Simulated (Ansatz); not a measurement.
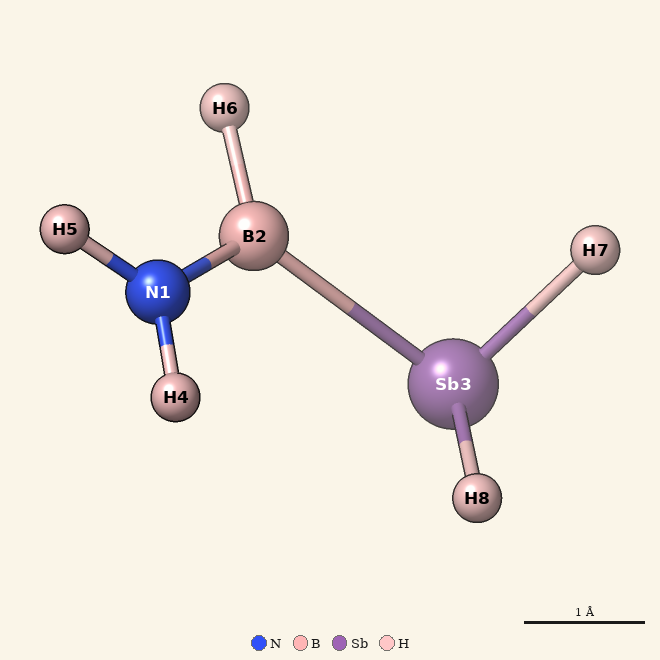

Orthographic view. Depth is shown by fading: the farther an atom, the more it takes the colour of the background. The geometry was computed by an optimisation with PBE0-D4/def2-TZVP.

Give the geometry as a Z-matrix, atoms in numerical order, with these reference atoms: 2 to 1; 3 to 2, 1; 4 to 1, 2, 3; 5 to 1, 4, 2; 6 to 2, 1, 4; 7 to 3, 2, 6; 8 to 3, 7, 2.

```
N  
B    1   1.383
Sb   2   2.249   1   122.0
H    1   1.006   2   123.8   3     5.0
H    1   1.008   4   113.5   2  -178.4
H    2   1.197   1   118.7   4  -178.8
H    3   1.707   2    92.3   6    66.7
H    3   1.712   7    92.3   2   -94.3
```
